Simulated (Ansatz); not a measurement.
Run report: Si₂H₆, single-point calculation

System: Si₂H₆.
Method: RKS wB97M-V/def2-TZVPP (Ansatz 0.2.0).

The geometry comes from this level: PBE0-D4/def2-TZVP.

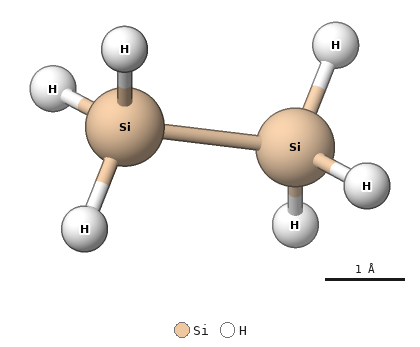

The structure (ball-and-stick view, seen at a tilt). Bond lengths as drawn: H–Si 1.49 Å and Si–Si 2.34 Å.

## Results in brief

```json
{"quantity": "outcome", "value": "converged"}
{"quantity": "total energy", "value": "−15851.2398 eV"}
{"quantity": "SCF solution under orbital rotations", "value": "stable"}
{"quantity": "hardware", "value": "4 threads of Arm Neoverse V1, 23 GiB of memory available, shared host"}
{"quantity": "wall time", "value": "3.3 s (CPU time 12 s)"}
{"quantity": "peak memory", "value": "0.49 GiB"}
```

## The input
```yaml
crystal:
  periodic: [false, false, false]
  atoms:
    - {symbol: Si, position_ang: [-0.590132, -1.085888, 0.609221]}
    - {symbol: H, position_ang: [-0.957825, -1.591513, 1.959116]}
    - {symbol: H, position_ang: [-1.567982, -1.614504, -0.379465]}
    - {symbol: Si, position_ang: [-0.600825, 1.252484, 0.589094]}
    - {symbol: H, position_ang: [0.762538, -1.597945, 0.261208]}
    - {symbol: H, position_ang: [-0.237687, 1.757927, -0.762099]}
    - {symbol: H, position_ang: [-1.952446, 1.764445, 0.941288]}
    - {symbol: H, position_ang: [0.380111, 1.781665, 1.574377]}
basis:
  gaussian: {orbitals: def2-TZVPP}
hamiltonian: {xc: {name: wB97M-V}}
```

Run as:
```bash
ansatz run in.yaml --threads 4 --pin off --events-out ev --progress --plain --max-ram 9574MiB
```

## Output
```
Functional definition: wB97M-V
  name "wB97M-V"
  cite "Mardirossian & Head-Gordon, J. Chem. Phys. 144, 214110 (2016) doi:10.1063/1.4952647"
  cite "Becke, J. Chem. Phys. 107, 8554 (1997) doi:10.1063/1.475007"
  cite "Vydrov & Van Voorhis, J. Chem. Phys. 133, 244103 (2010) doi:10.1063/1.3521275"
  # Of w^i u^j: cxij and so on, Table III.
  parameter omega = 0.3/bohr
  parameter cx = 0.15
  parameter cx01 = 1.007
  parameter cx10 = 0.259
  parameter css00 = 0.443
  parameter css04 = -1.437
  parameter css10 = -4.535
  parameter css20 = -3.390
  parameter css43 = 4.278
  parameter cos00 = 1.000
  parameter cos10 = 1.358
  parameter cos20 = 2.924
  parameter cos21 = -8.812
  parameter cos60 = -1.390
  parameter cos61 = 9.142
  parameter b = 6.0
  parameter c = 0.01
  gx(w, u) = 1 - cx + cx01*u + cx10*w
  gss(w, u) = css00 + css04*u^4 + css10*w + css20*w^2 + css43*w^4*u^3
  gos(w, u) = cos00 + cos10*w + (cos20 + cos21*u)*w^2 + (cos60 + cos61*u)*w^6
  exchange = spin_sum(e_x_unif_sr(omega)*gx(b97_w, b97_u_x)) + cx*exact_x_sr(omega) + exact_x_lr(omega)
  correlation = spin_sum(e_c_pw_mod_same_spin*gss(b97_w, b97_u_same))
      + integral(e_c_pw_mod_opposite_spin*gos(b97_w_opposite, b97_u_opposite)) + vv10(b, c)
936 factors; their error is unknown
230 factors; integrals over basis functions are off by at most 9.0e-6 eV
mean field evaluation 1: about -15850.9459 eV, gradient 8.2e0 eV
mean field evaluation 2: about -15851.2109 eV, gradient 1.6e0 eV
mean field evaluation 4: about -15851.2262 eV, gradient 9.1e-2 eV
mean field evaluation 8: about -15851.2398 eV, gradient 1.5e-3 eV
mean field -15851.23979349 eV, -582.5223180545 hartree, gradient 7.2e-5 eV, S^2 0.000000; 0 other end points of the search recorded, 0 dependent functions left out
reference -15851.23984772 eV, -582.5223200476 hartree; 17, 17 occupied and 151, 151 virtual orbitals, 936 factors
Total energy: -15851.23984772 eV, -582.5223200476 hartree
```
